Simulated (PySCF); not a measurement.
| atom | x (Å) | y (Å) | z (Å) |
| --- | --- | --- | --- |
| C | -2.1319 | -0.3689 | -0.0693 |
| C | -0.8098 | 0.0072 | -0.0045 |
| C | -0.2660 | 1.2762 | 0.2087 |
| O | 1.0896 | 1.2302 | 0.2079 |
| C | 1.4490 | -0.0572 | -0.0053 |
| O | 2.7538 | -0.3539 | -0.0470 |
| C | 0.3537 | -0.8482 | -0.1435 |
| Cl | 0.3334 | -2.5306 | -0.4299 |
| H | -2.3938 | -1.3946 | -0.2423 |
| H | -2.9147 | 0.3544 | 0.0518 |
| H | -0.7261 | 2.2298 | 0.3594 |
| H | 3.2640 | 0.4549 | 0.0880 |

Geometry: GFN2-xTB.

Computed with UKS B3LYP, pcH-1 on C Cl H O, non-relativistic, mean-field spin-orbit, GIAO in PySCF.

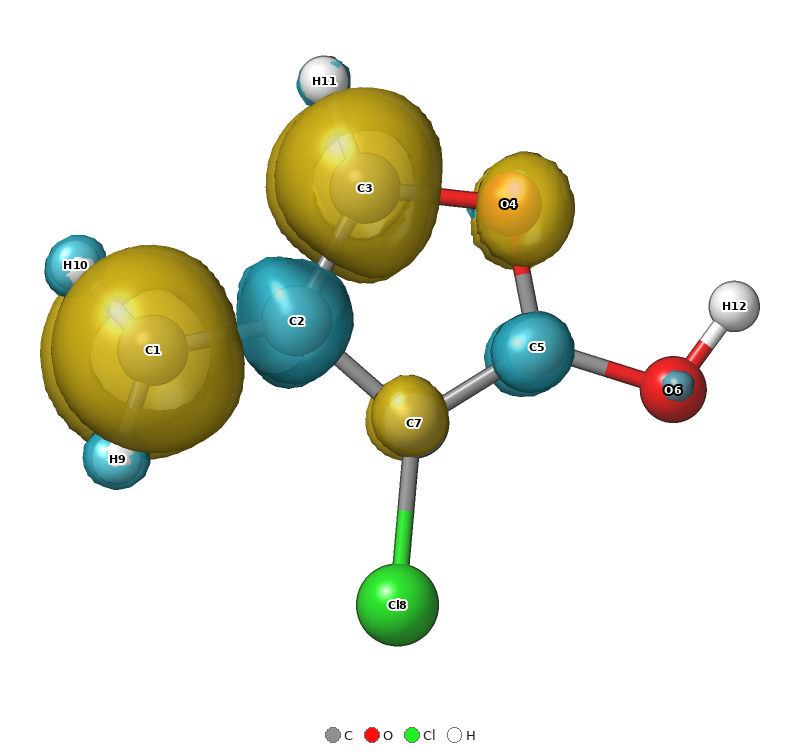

C5H4ClO2 (SMILES [CH2]c1coc(O)c1Cl) (doublet). Isosurfaces of the spin density (α minus β) at +0.02 (yellow) and −0.02 e/Å³ (cyan), seen across its widest extent.

> Which atoms carry the spin?

The unpaired spin (1 electron) lies mostly on C1 (about 0.5), C3 (about 0.3) and O4 (about 0.1), in electrons by Hirshfeld's partition.
